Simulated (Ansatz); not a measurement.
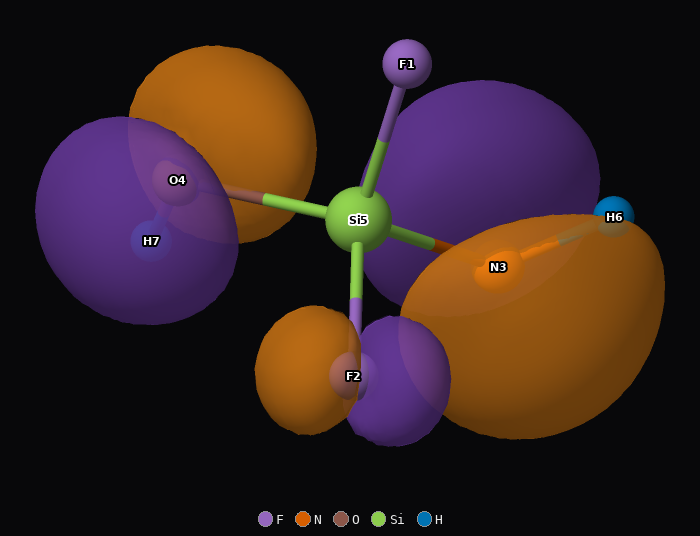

The picture shows: F2H2NOSi (doublet). The HOMO−1 (α) at ±0.1 Å⁻³ᐟ² (orange and purple are the two phases), seen from one side.

Geometry: B3LYP/6-31G*.

The calculation used isolated molecule in a Gaussian basis; Kohn-Sham density functional theory, functional PBE0 in Ansatz 0.2.0.

Input file:

```
crystal:
  periodic: [false, false, false]
  atoms:
    - {symbol: F, position_ang: [1.790269, -0.000172, -1.872221]}
    - {symbol: F, position_ang: [3.135740, 1.389526, -0.189425]}
    - {symbol: "N", position_ang: [0.844080, 0.353584, 0.759026]}
    - {symbol: O, position_ang: [0.815730, 2.302604, -1.183714]}
    - {symbol: Si, position_ang: [1.651473, 1.007736, -0.642206]}
    - {symbol: H, position_ang: [0.788488, -0.669635, 0.807433]}
    - {symbol: H, position_ang: [0.370425, 2.828525, -0.504376]}
basis:
  gaussian:
    orbitals: def2-TZVPD
hamiltonian:
  xc: {name: PBE0}
total_charge: 0
output:
  forces: true
  orbitals: {seedname: orbitals}
magnetization:
  spin_polarized: true
  initial_magnetization: 1
```

Run with:

```sh
ansatz run input.yaml --threads 1 --pin off --max-ram 2610MiB --events-out events.jsonl --progress --plain --runs-dir runs
```

> What is the character of this orbital?

It lies mainly on N3 (about 55 %) and O4 (about 25 %); largely a combination of lone pairs on N3 and O4. Its energy is −9.92 eV.
